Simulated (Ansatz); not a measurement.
Pressure series in Ge2Sb2Te5

Take Ge₂Sb₂Te₅ (space group P-3m1, No. 164; a = 4.2933 Å, c = 17.6342 Å) as the base.

Cell and atoms are relaxed at each pressure.

Levels (all Ansatz, a program for electronic structure, PAW): PBE (420 eV, spin-orbit coupling left out); PBEsol (420 eV, no SOC).

The base cell above is that of PBE; each level relaxes its own structures.

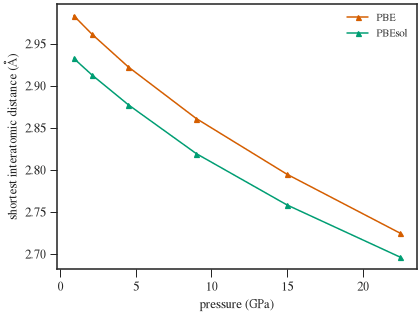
*Shortest interatomic distance under two levels*

Q: How do the two levels compare along the series?

A: PBE lies above PBEsol in every row, by 0.028 Å to 0.051 Å. They put the cases in the same order.

The mesh was chosen for an insulator and is coarse for the gapless case. Load acts through the strain it causes; cell and atoms are relaxed under it. Whether these cells are dynamically stable was not tested. Competing high-pressure phases were not computed. The final runs are not spin-polarised.
